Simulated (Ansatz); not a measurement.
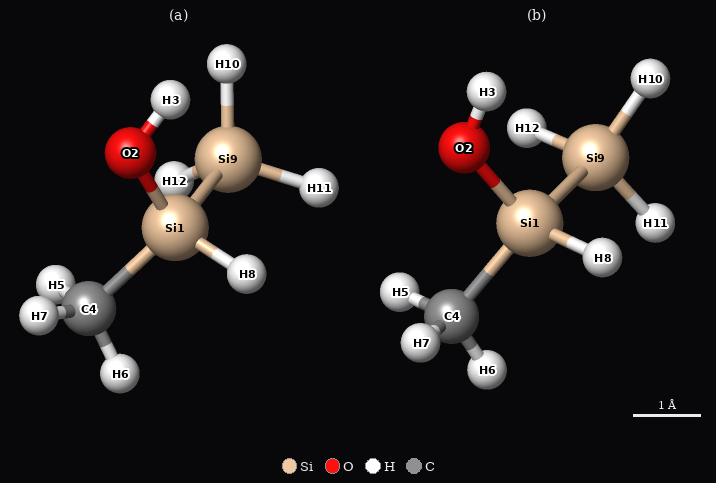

The structure of CH$_{8}$OSi$_{2}$ before (left) and after (right) a relaxation, at one scale.

A ball-and-stick model, seen from a free direction.

The run prepares the start of a later molecular dynamics calculation, from a guessed geometry.

The calculation used RKS B3LYP-D4/6-31G (Ansatz 0.2.0).

Input file:
```yaml
crystal:
  periodic: [false, false, false]
  atoms:
    - { symbol: Si, position_ang: [0.0, 0.0, 0.0] }
    - { symbol: O, position_ang: [0.0, 0.0, 1.68] }
    - { symbol: H, position_ang: [-0.9095, -0.2814, 2.0171] }
    - { symbol: C, position_ang: [1.7634, 0.0, -0.6227] }
    - { symbol: H, position_ang: [2.1111, -1.0463, -0.7509] }
    - { symbol: H, position_ang: [1.8119, 0.5276, -1.5981] }
    - { symbol: H, position_ang: [2.4154, 0.5187, 0.1108] }
    - { symbol: H, position_ang: [-0.6877, 1.1914, -0.4862] }
    - { symbol: Si, position_ang: [-1.0456, -1.8115, -0.7393] }
    - { symbol: H, position_ang: [-1.7029, -2.4846, 0.3772] }
    - { symbol: H, position_ang: [-2.0454, -1.4265, -1.7311] }
    - { symbol: H, position_ang: [-0.0777, -2.7173, -1.3511] }
basis:
  gaussian: { orbitals: "6-31G" }
hamiltonian:
  xc: b3lyp
  dispersion: d4
relax:
  f_tol: 0.02
  max_steps: 40
output:
  orbitals: {}
```

Run as
```bash
ansatz run input.yaml --threads 1 --pin off --max-ram 2048MiB --backend cpu --events-out ev --progress --plain --runs-dir out
```

**Summarise the run.**

The atom that moves furthest after the best rigid fit is H10 (1.02 Å). Largest moves by element: H 1.02 Å, O 0.41 Å, Si 0.18 Å, C 0.16 Å. Some distances before and after: Si1–Si9 2.218 → 2.374 Å, Si1–O2 1.680 → 1.744 Å, Si1–H8 1.459 → 1.514 Å, Si9–H12 1.460 → 1.504 Å. Bond angles that change, for instance: Si1–O2–H3 109.5° → 122.9°, O2–Si1–C4 109.4° → 104.7°, C4–Si1–Si9 109.5° → 112.1°. Groups turn about Si1–Si9 by about 45°, Si1–C4 by about 30°. After 14 geometry steps the energy has fallen by 0.562 eV. Largest force component: 2.5 eV/Å at the start, 0.019 eV/Å at the end.
